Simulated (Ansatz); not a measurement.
**RbBiO3 (Pm-3m): comparison of functionals at one structure in Python**

How far apart do the functionals lie for RbBiO3 (Pm-3m) at one structure? A script is to give a comparison of functionals at one structure; the system is RbBiO3 (Pm-3m).

All numbers are computed with Ansatz 0.2.0 through its Python package. The levels of theory stand in the script.

**1. The structure**

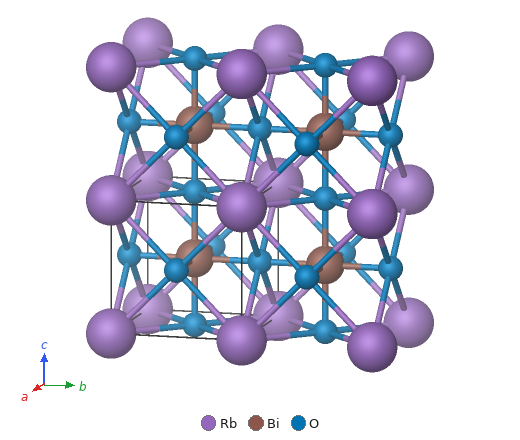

The starting structure, viewed slightly off an axis; rubidium purple, bismuth brown, oxygen blue. 1×2×2 cells are drawn. Atoms on cell faces are repeated.

The script holds or builds the structure itself.

**2. Script**

Contents of xc_rbbio3.py:

```python
# -*- coding: utf-8 -*-
"""One structure of RbBiO3 under several functionals."""

import ansatz as az
from pymatgen.core import Lattice, Structure
from pymatgen.io.ase import AseAtomsAdaptor


def main():
    pmg_structure = Structure(
        Lattice([(4.259822, 0.0, 0.0), (0.0, 4.259822, 0.0), (0.0, 0.0, 4.259822)]),
        ["Rb", "Bi", "O", "O", "O"],
        [
            (0.0, 0.0, 0.0),
            (0.5, 0.5, 0.5),
            (0.5, 0.5, 0.0),
            (0.5, 0.0, 0.5),
            (0.0, 0.5, 0.5),
        ],
    )
    xtal = az.Crystal.from_ase(AseAtomsAdaptor.get_atoms(pmg_structure))

    setup = (
        xtal.calculation()
        .mixing("msr1", ndim=6, beta=0.6)
        .kpoints(spacing=0.65)
        .initial_density(normalization="cell")
        .basis(470, xc_grid=3)
        .scf(max_iterations=60)
        .occupations("cold")
        .stress()
    )

    rows = []
    for value in ["lda", "pbesol", "blyp"]:
        r = setup.functional(value).run(threads=1, pin="off").report
        rows.append((value, r["free_energy_ev"] / len(r["lattice"]["sites"]), r["n_iterations"], sum(r["stress_gpa"][i][i] for i in range(3)) / 3, r["n_kpoints"]))

    print("  functional   F/atom (eV)    iterations       P (GPa)      k-points")
    for row in rows:
        print(f"{str(row[0]):>12s}  {row[1]:12.5f}  {row[2]:12d}  {row[3]:12.3f}  {row[4]:12d}")


if __name__ == "__main__":
    main()
```

**3. What the engine is handed**

The package turns the script's settings into the engine's input (first run):

```yaml
crystal:
  lattice:
    - [4.259822, 0.0, 0.0]
    - [0.0, 4.259822, 0.0]
    - [0.0, 0.0, 4.259822]
  atoms:
    - { symbol: Rb, position: [0.0, 0.0, 0.0] }
    - { symbol: Bi, position: [0.5, 0.5, 0.5] }
    - { symbol: O, position: [0.5, 0.5, 0.0] }
    - { symbol: O, position: [0.5, 0.0, 0.5] }
    - { symbol: O, position: [0.0, 0.5, 0.5] }
basis:
  ecutwfc: 470.0
  xc_grid: 3
kpoints:
  mp_grid:
    kspacing: 0.65
hamiltonian:
  xc: lda
scf:
  max_iter: 60
  mixing:
    algorithm: msr1
    beta: 0.6
    ndim: 6
  occupations:
    method: cold
  initial_density:
    normalization: cell
output:
  stress: true
```

**4. Running it**

The run is started by

```
> python xc_rbbio3.py
```

Log:

```text
  functional   F/atom (eV)    iterations       P (GPa)      k-points
         lda   -3384.06540             8        -6.026             4
      pbesol   -3427.86786             8        -2.302             4
        blyp   -3482.10095             8         6.731             4
```

It took 3.8 s on 1 thread of Arm Neoverse V2, shared host; peak memory 0.46 GiB.

**5. What changed from run to run**

The engine's inputs for the other runs:

Run 2, against run 1:

```diff
@@ -19 +19 @@
-  xc: lda
+  xc: pbesol
```

Run 3, against run 1:

```diff
@@ -19 +19 @@
-  xc: lda
+  xc: blyp
```

**6. Run by run**

From the records of these 3 runs:

| run | functional | energy (eV/atom) | pressure (GPa) | SCF cycles | CPU time (s) |
| --- | --- | --- | --- | --- | --- |
| 1 | lda | -3384.0654 | -6.03 | 8 | 0.8 |
| 2 | pbesol | -3427.8679 | -2.30 | 8 | 0.88 |
| 3 | blyp | -3482.1009 | 6.73 | 8 | 0.89 |

Energies are free energies F = E - TS of the smeared occupations. Totals hang on method, basis and potentials, so only like runs compare.

**7. Summary of results**

| quantity | value |
| --- | --- |
| runs compared | 3 |
| pressure at this cell | -6.0 (lda) to 6.7 GPa (blyp) |

What this shows: From lowest to highest: LDA (-6.0 GPa), PBEsol (-2.3 GPa) and BLYP (6.7 GPa). At a fixed cell a lower pressure usually means a smaller equilibrium volume, so LDA prefers the smallest cell and BLYP the largest. For a metal this mesh is coarse. Pressure is positive in compression. Spin-orbit coupling, which matters for elements this heavy, is left out. The structure comes from a database of computed cells and needn't be a stable or known phase. Total energies of different functionals can't be compared; pressures, moments and gaps at this one structure can.
